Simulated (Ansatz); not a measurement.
System: NdScSb$_{2}$.

The calculation's input:

```
crystal:
  lattice:
    - [4.0115698914, 0.0, 0.0]
    - [0.0, 4.0115698914, 0.0]
    - [0.0, 0.0, 6.5188011857]
  atoms:
    - { symbol: Nd, position: [0.5, 0.5, 0.0] }
    - { symbol: Sc, position: [0.5, 0.5, 0.5] }
    - { symbol: Sb, position: [0.0, 0.0, 0.7355240248] }
    - { symbol: Sb, position: [0.0, 0.0, 0.2644759752] }
basis:
  ecutwfc: 660
kpoints:
  mp_grid: { grid: [12, 12, 8] }
hamiltonian:
  xc: pbe
  pseudopotentials:
    kind: paw
    azcp: { Nd: "pseudopotentials/pbe/nc/lanthanide_3plus/Nd.nc.azcp" }
scf:
  occupations: { method: gaussian, width: 0.1 }
output:
  forces: true
  stress: true
  eigenvalues: true
  write_density: true
  write_potential: true
  elf: true
  volumetric_format: npy
relax:
  adjacent_minimum: "off"
  f_tol: 0.01
  max_steps: 80
  cell: { stress_tol: 0.05 }
```

Launched as:

```sh
ansatz run input.yaml --threads 1 --pin off --max-ram 2560MiB --backend cpu --events-out ev --progress --plain --runs-dir out
```

Below, planes, directions and counts refer to the conventional cell (a = 3.98 Å, b = 3.98 Å, c = 6.62 Å, α = 90.00°, β = 90.00°, γ = 90.00°).

The fields are those of the run's last geometry, not of the input's.

Space group P4/mmm; a structure generated by program, which may or may not match a known phase; computed without spin polarisation; no Hubbard U on the f states and no spin–orbit coupling.

Theory: DFT PBE, scalar-relativistic, plane waves, PAW; 4f electrons in the core of a trivalent norm-conserving potential in Ansatz 0.2.0.

What will maps of the valence pseudo-density and electron localisation function show?

Sb–Sb (3.10 Å): ρ is about 0.24 e/Å³ halfway; the ELF is about 0.40 at the midpoint.
Sc–Sb (3.21 Å): ρ is about 0.17 e/Å³ halfway, with its minimum of 0.14 e/Å³ about 1.4 Å from Sc; the ELF peaks at about 0.65 in the valence shell of Sb, 1.4 Å from its nucleus, and is about 0.50 at the midpoint.
Nd–Sb (3.32 Å): the density is about 0.16 e/Å³ at the midpoint; the ELF peaks at about 0.60 in the valence shell of Sb, 1.3 Å from its nucleus, and drops to about 0.10 between the two atoms (no localised pair shows between them).

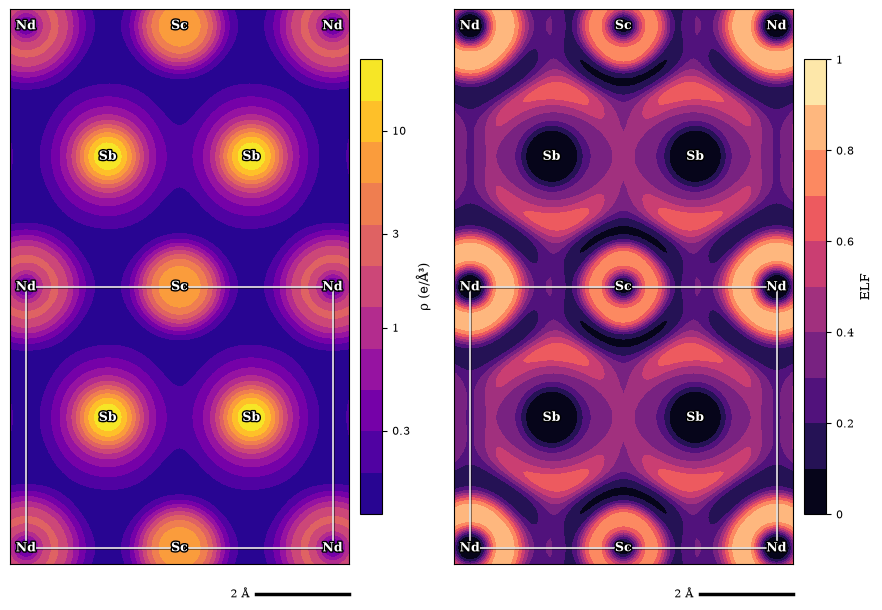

Computed valence pseudo-density and electron localisation function on the (110) plane of the conventional cell, in this order. 

In a pseudopotential calculation such maps are meaningful between the atoms, not at the nuclei.
